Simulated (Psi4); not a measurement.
**CH7GaSi (SMILES [CH3][GaH][SiH3]): revPBE/6-31G(d) (spherical functions)**

What is the energy change on altering one bond length of CH7GaSi at revPBE/6-31G* (spherical functions)? 

Program for the calculation: Psi4 1.11.

**1. The structure to begin with**

CH7GaSi: 10 atoms, total charge 0, spin state singlet. As SMILES, `[CH3][GaH][SiH3]`. Geometry: relaxed at PBE0-D4/def2-TZVP.

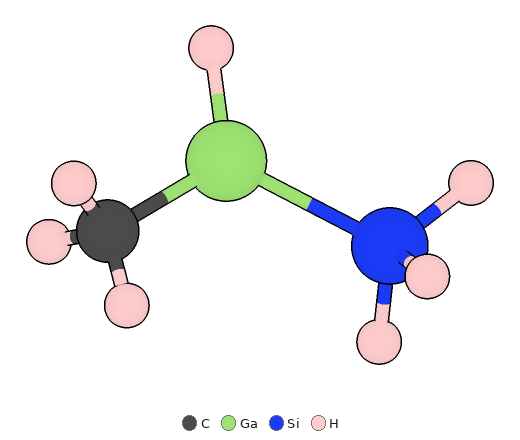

The structure, seen from a chosen angle (carbon dark grey, gallium green, silicon blue, hydrogen pink).

**2. The energy at revPBE/6-31G(d) (spherical functions)**

Contents of job.py:

```python
import psi4

psi4.set_memory('2200 MB')
psi4.set_num_threads(1)
psi4.core.set_output_file('output.dat', False)

m = psi4.geometry("""
0 1
C     -2.12272936     2.63446719    -1.17011842
Ga     1.06108122     1.24589643     0.17631145
Si     1.48664754    -3.22254996     1.04067218
H     -3.63639998     1.24079417    -1.26687239
H     -1.78957064     3.37391702    -3.07269468
H     -2.74803973     4.22637248    -0.01077144
H      3.32516209     3.12674085     0.65384524
H      1.00344457    -4.71713435    -1.30164335
H      4.01566801    -3.97012562     2.02144004
H     -0.43784954    -4.03475425     2.93531159
units au
symmetry c1
""")

psi4.set_options(dict(puream=True, e_convergence=1e-09, d_convergence=1e-08, scf_type='pk', dft_radial_points=99, dft_spherical_points=590))

e_tot, wfn = psi4.energy("revpbe/6-31G*", molecule=m, return_wfn=True)
print(f'total energy {e_tot:.8f} hartree = {e_tot * 27.211386:.5f} eV')
for k, v in sorted(psi4.core.scalar_variables().items()):
    print(f'{k:45s} {v:18.10f}')
```

Launch:

```sh
$ python job.py
```

output.dat:

```text
[...]
  Running in c1 symmetry.
[...]
  Nuclear repulsion =  238.583028647494871
[...]
  Multiplicity = 1
[...]
  Nalpha       = 29
  Nbeta        = 29
[...]
    Number of basis functions: 78
[...]
   @RKS iter   1: -2253.87013228830256   -1.28667e+00   3.98534e-02 ADIIS/DIIS
[...]
   @RKS iter  13: -2256.13196791512883   -4.09273e-12   5.77050e-09 DIIS
[...]
    Orbital Energies [Eh]
    ---------------------
    Doubly Occupied:
       1A   -370.948563     2A    -65.400186     3A    -45.356825
       4A    -40.196979     5A    -40.193033     6A    -40.192466
       7A     -9.885271     8A     -5.286800     9A     -5.041197
      10A     -3.617024    11A     -3.605233    12A     -3.603662
      13A     -3.446253    14A     -3.446054    15A     -3.445759
      16A     -0.729227    17A     -0.723989    18A     -0.723006
      19A     -0.720540    20A     -0.717097    21A     -0.613205
      22A     -0.477182    23A     -0.375742    24A     -0.351660
      25A     -0.350704    26A     -0.303166    27A     -0.302493
      28A     -0.248054    29A     -0.225219
[...]
  @RKS Final Energy: -2256.13196791512883
   => Energetics <=
    Nuclear Repulsion Energy =            238.5830286474948707
    One-Electron Energy =               -3615.1927863154610350
    Two-Electron Energy =                1224.1948926806003328
    DFT Exchange-Correlation Energy =    -103.7171029277630083
    Empirical Dispersion Energy =           0.0000000000000000
    VV10 Nonlocal Energy =                  0.0000000000000000
    Total Energy =                      -2256.1319679151288256
[...]
 Multipole Moments:
 ------------------------------------------------------------------------------------
     Multipole            Electronic (a.u.)      Nuclear  (a.u.)        Total (a.u.)
 ------------------------------------------------------------------------------------
 L = 1.  Multiply by 2.5417464519 to convert [e a0] to [Debye]
 Dipole X            :          3.5226760           -3.8062860           -0.2836100
 Dipole Y            :          4.9863315           -4.7304904            0.2558411
 Dipole Z            :          0.4806045           -0.6240616           -0.1434571
 Magnitude           :                                                    0.4080064
[...]
```

The script printed:

```text
total energy -2256.13196792 hartree = -61392.47785 eV
CURRENT ENERGY                                  -2256.1319679151
CURRENT REFERENCE ENERGY                        -2256.1319679151
DD SOLVATION ENERGY                                 0.0000000000
DFT FUNCTIONAL TOTAL ENERGY                     -2256.1319679151
DFT TOTAL ENERGY                                -2256.1319679151
DFT VV10 ENERGY                                     0.0000000000
DFT XC ENERGY                                    -103.7171029278
GRID ELECTRONS ALPHA                               28.9999995701
GRID ELECTRONS BETA                                28.9999995701
GRID ELECTRONS TOTAL                               57.9999991402
NUCLEAR REPULSION ENERGY                          238.5830286475
ONE-ELECTRON ENERGY                             -3615.1927863155
PCM POLARIZATION ENERGY                             0.0000000000
PE ENERGY                                           0.0000000000
SCF ITERATION ENERGY                            -2256.1319679151
SCF ITERATIONS                                     13.0000000000
SCF TOTAL ENERGY                                -2256.1319679151
TWO-ELECTRON ENERGY                              1224.1948926806
XC GRID RADIAL POINTS                              99.0000000000
XC GRID SPHERICAL POINTS                          590.0000000000
XC GRID TOTAL POINTS                           556257.0000000000
```

It took 23 s on 1 thread of AMD EPYC 7R43 (Zen 3), shared host; peak memory 1.2 GiB.

**3. The distorted shape, same level**

Contents of job.dat:

```
memory 2200 MB

molecule system {
  0 1
  C
  Ga 1 R2
  Si 2 R3 1 A3
  H 1 R4 2 A4 3 D4
  H 1 R5 4 A5 2 D5
  H 1 R6 4 A6 5 D6
  H 2 R7 1 A7 4 D7
  H 3 R8 2 A8 7 D8
  H 3 R9 8 A9 2 D9
  H 3 R10 9 A10 8 D10

  R2 = 1.971329
  R3 = 2.418938
  A3 = 120.81586
  R4 = 1.090013
  A4 = 113.13032
  D4 = 6.07986
  R5 = 1.09446
  A5 = 108.48557
  D5 = 121.2633
  R6 = 1.421401
  A6 = 108.98031
  D6 = 115.95912
  R7 = 1.577949
  A7 = 118.14396
  D7 = -174.35894
  R8 = 1.492403
  A8 = 110.18468
  D8 = -121.43833
  R9 = 1.488928
  A9 = 107.61984
  D9 = -125.05241
  R10 = 1.492338
  A10 = 107.61854
  D10 = 114.73276
  symmetry c1
  no_reorient
  no_com
}

set {
  basis                6-31G*
  puream               true
  e_convergence        1e-09
  d_convergence        1e-08
  scf_type             pk
  dft_radial_points    99
  dft_spherical_points 590
}

E, wfn = energy('revpbe', return_wfn=True)
oeprop(wfn, 'MAYER_INDICES', 'LOWDIN_CHARGES', 'QUADRUPOLE', title='REVPBE')
```

Launch:

```sh
$ psi4 -i job.dat -o job.out -n 1
```

job.out:

```text
[...]
  Running in c1 symmetry.
[...]
  Nuclear repulsion =  237.186896727889945
[...]
  Multiplicity = 1
[...]
  Nalpha       = 29
  Nbeta        = 29
[...]
    Number of basis functions: 78
[...]
   @RKS iter   1: -2253.80637004284290   -1.31400e+00   3.98967e-02 DIIS/ADIIS
[...]
   @RKS iter  13: -2256.09896465627253   -5.45697e-12   6.58504e-09 DIIS
[...]
    Orbital Energies [Eh]
    ---------------------
    Doubly Occupied:
       1A   -370.949980     2A    -65.401888     3A    -45.358199
       4A    -40.198342     5A    -40.194404     6A    -40.193866
       7A     -9.914673     8A     -5.288210     9A     -5.042877
      10A     -3.618364    11A     -3.606611    12A     -3.605178
      13A     -3.447915    14A     -3.447726    15A     -3.447471
      16A     -0.730500    17A     -0.725285    18A     -0.724461
      19A     -0.721720    20A     -0.718572    21A     -0.598859
      22A     -0.478414    23A     -0.376862    24A     -0.355264
      25A     -0.316699    26A     -0.304159    27A     -0.303950
      28A     -0.249836    29A     -0.226156
[...]
  @RKS Final Energy: -2256.09896465627253
   => Energetics <=
    Nuclear Repulsion Energy =            237.1868967278899447
    One-Electron Energy =               -3612.3561695119869910
    Two-Electron Energy =                1222.6979087159302253
    DFT Exchange-Correlation Energy =    -103.6276005881060058
    Empirical Dispersion Energy =           0.0000000000000000
    VV10 Nonlocal Energy =                  0.0000000000000000
    Total Energy =                      -2256.0989646562725284
[...]
 Multipole Moments:
 ------------------------------------------------------------------------------------
     Multipole            Electronic (a.u.)      Nuclear  (a.u.)        Total (a.u.)
 ------------------------------------------------------------------------------------
 L = 1.  Multiply by 2.5417464519 to convert [e a0] to [Debye]
 Dipole X            :          0.2689890           -0.1935501            0.0754389
 Dipole Y            :          5.7292560           -5.6788129            0.0504431
 Dipole Z            :          1.4852421           -1.8207865           -0.3355444
 Magnitude           :                                                    0.3475997
 L = 2.  Multiply by 1.3450342976 to convert [e a0^2] to [Debye ang]
 Quadrupole XX       :        -45.2517140           17.3567588          -27.8949553
 Quadrupole XY       :          1.6761966           -1.6328530            0.0433436
[...]
```

Run time: 23 s. Hardware: 1 thread of AMD EPYC 7R43 (Zen 3), shared host; peak memory 1.2 GiB.

**4. Summary of results**

Level: revPBE/6-31G* (spherical functions).

```
                                                         quantity           value
                                        first shape: total energy  -2256.13197 Eh
                                       first shape: dipole moment          1.04 D
                                         first shape: HOMO energy        -6.13 eV
                                         first shape: LUMO energy        -2.33 eV
                                       first shape: HOMO–LUMO gap         3.80 eV
                                    distorted shape: total energy  -2256.09896 Eh
                                   distorted shape: dipole moment          0.88 D
                                     distorted shape: HOMO energy        -6.15 eV
                                     distorted shape: LUMO energy        -2.37 eV
                                   distorted shape: HOMO–LUMO gap         3.79 eV
energy change with the C1–H6 bond stretched from 1.093 to 1.421 Å        0.898 eV
```

What this shows: With the C1–H6 bond stretched from 1.093 to 1.421 Å the energy rises by 0.90 eV (20.7 kcal/mol). The first shape isn't relaxed at this level, so the change isn't measured from a minimum.
